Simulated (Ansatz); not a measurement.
Base system: MgTe in the zinc blende structure (space group F-43m, No. 216; a = 6.438 Å).

Modification: hole doping at 7.0×10^20 cm⁻³ (0.0467 per cell), with a uniform compensating background at fixed cell and a 300 K Fermi–Dirac width.

Calculations: DFT with PBEsol, PAW potentials and a 420 eV plane-wave cutoff in Ansatz (a first-principles code), no spin-orbit coupling, earlier PAW set.

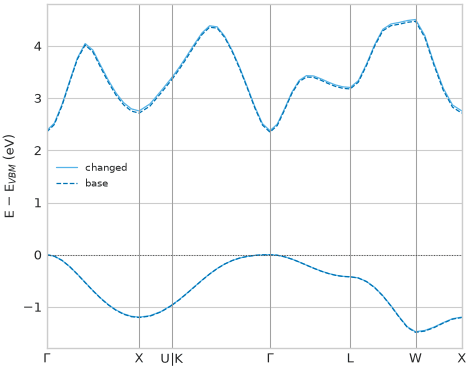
Fig. 1. Highest valence and lowest conduction band along the path, each from its own valence-band maximum

Problem. From the figure, how large is the changed gap, and is it direct?

Solution. About 2.4 eV, direct at Γ.

Charged cell with a jellium background: band edges are those of the host's band count, energies are not comparable with the neutral cell, and many-body gap narrowing is missing. With Te present, leaving out spin-orbit coupling can change the band edges. No phonon test of stability was made.
